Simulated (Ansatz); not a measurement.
# Run report: GaF3, single-point calculation

- system: GaF3, SMILES [F][Ga]([F])[F]
- method: RHF-CCSD(T), frozen core/def2-TZVPP (Ansatz 0.2.0)

The geometry: rigid move from PBE0-D4/def2-TZVP.

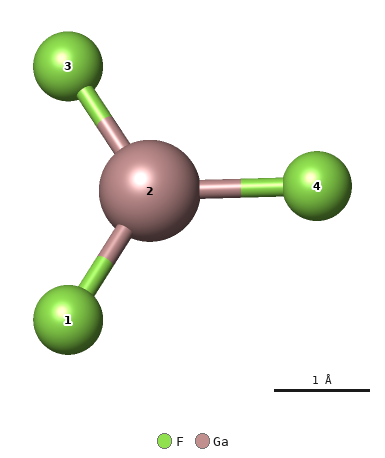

The structure (ball-and-stick view, seen at a tilt; atoms are numbered from 1 in the order of the input). Sticks mark near contacts.

### The input
```yaml
crystal:
  periodic: [false, false, false]
  atoms:
    - {symbol: F, position_ang: [-0.048673, -1.610127, 0.645938]}
    - {symbol: Ga, position_ang: [0.013827, -0.015025, -0.005201]}
    - {symbol: F, position_ang: [0.964113, 1.195796, 0.771305]}
    - {symbol: F, position_ang: [-0.893305, 0.377510, -1.463855]}
basis:
  gaussian: {orbitals: def2-TZVPP}
correlation: {method: ccsd_t}
```

### What the program printed
```
Functional definition: HF
  name "HF"
  cite "Fock, Z. Phys. 61, 126 (1930) doi:10.1007/BF01340294"
  parent pbe
  exchange = exact_x
  correlation = 0
946 factors; integrals over basis functions are off by at most 9.7e-4 eV
mean field evaluation 1: about -60455.4124 eV, gradient 4.8e1 eV
mean field evaluation 2: about -60455.4902 eV, gradient 4.8e1 eV
mean field evaluation 4: about -60458.9962 eV, gradient 2.3e0 eV
mean field evaluation 8: about -60459.0269 eV, gradient 3.0e-1 eV
mean field evaluation 16: about -60455.4122 eV, gradient 4.8e1 eV
mean field -60459.02707705 eV, -2221.8282644812 hartree, gradient 2.8e-6 eV, S^2 0.000000; 0 other end points of the search recorded, 0 dependent functions left out
12 core orbitals not correlated: weight in the atoms' cores, before any rotation towards them, 1.000 or more for the frozen orbitals, at most 0.000 for the correlated occupied ones
reference -60459.02707705 eV, -2221.8282644812 hartree; 17, 17 occupied and 112, 112 virtual orbitals, 946 factors
second order -26.41398351 eV of doubles, -0.00000000 eV of singles
cycle   1  -25.32842246 eV  change     1.1e0 eV  update   1.3e-1
cycle   2  -25.96768544 eV  change   -6.4e-1 eV  update   3.9e-2
cycle   3  -26.09862686 eV  change   -1.3e-1 eV  update   1.9e-2
cycle   4  -26.08031539 eV  change    1.8e-2 eV  update   4.9e-3
cycle   5  -26.07356665 eV  change    6.7e-3 eV  update   1.7e-3
cycle   6  -26.07478008 eV  change   -1.2e-3 eV  update   5.4e-4
cycle   7  -26.07485482 eV  change   -7.5e-5 eV  update   1.4e-4
cycle   8  -26.07472984 eV  change    1.2e-4 eV  update   4.4e-5
cycle   9  -26.07472597 eV  change    3.9e-6 eV  update   1.3e-5
```

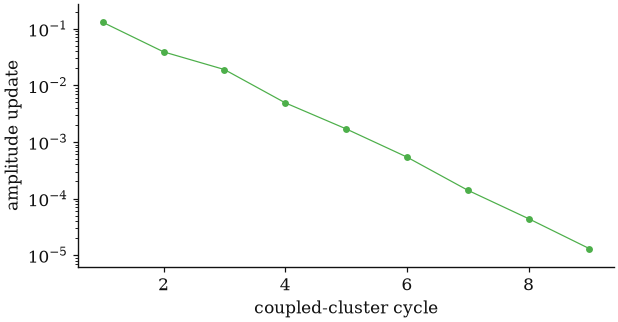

Convergence of the coupled-cluster equations: amplitude update against the coupled-cluster cycle. The residual falls at every step.

```
perturbative correction -0.82261335 eV, -0.0302304830 hartree
Total energy: -60485.92441637 eV, -2222.8167234696 hartree
```

### Results in brief

- outcome: converged
- total energy: −60485.9244 eV
- mean-field energy: −60459.0271 eV
- CCSD correlation: −26.0747 eV
- (T) correction: −0.8226 eV
- T1 diagnostic: 0.015
- SCF solution under orbital rotations: stable
- hardware: 2 CPU threads, shared host
- wall time: 28 s (CPU time 52 s)
- peak memory: 0.94 GiB
